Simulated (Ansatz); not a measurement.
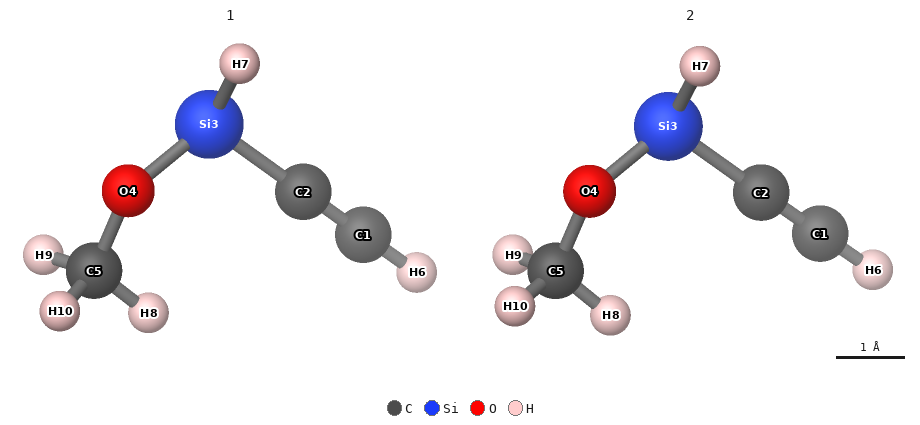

Two geometries of C3H5OSi (multiplicity 2), drawn at one scale. One is the start of a relaxation, the other its converged end. Style: ball-and-stick. Shown at a tilt.

All numbers below come from Ansatz, UKS PBE0-D4/def2-TZVP. (force threshold 0.005 eV/Å; at most 150 steps)

> Which one is relaxed?

Structure 2 is the relaxed one. The start comes from PBE-D4/def2-SVP. The atom that moves furthest after the best rigid fit is H9 (0.15 Å). By element the largest moves are H 0.15 Å, C 0.05 Å, Si 0.04 Å, O 0.02 Å. Near-neighbour distances that change, for instance: Si3–O4 1.683 → 1.639 Å, C1–C2 1.234 → 1.210 Å, C5–H10 1.110 → 1.091 Å, Si3–H7 1.502 → 1.483 Å. After 11 accepted moves (13 points after the start) the energy has fallen by 2.01 kcal/mol. The largest force component goes from 1.4 to 0.0024 eV/Å. The line search rejected the trial steps at points 3, 5 of the run.
